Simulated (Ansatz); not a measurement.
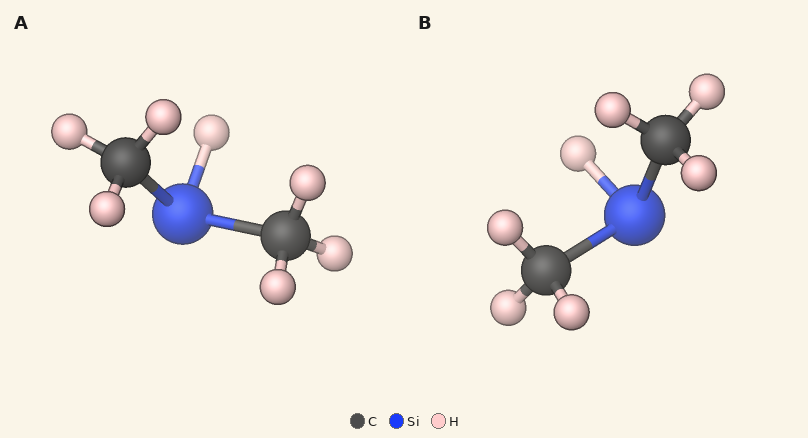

Atoms fade into the background with distance from the viewer. State: charge −1, singlet. The computed structure is the end point of a PBE-D4/def2-SVPD optimisation. No frequency run is at hand to confirm it as a minimum.

How are A and B related: the same structure turned, mirror images, conformers, diastereomers or constitutional isomers?

Answer. They are the same structure, C2H7Si (charge −1), seen from two directions. With point group Cs it is achiral, so its mirror image would be the same too.
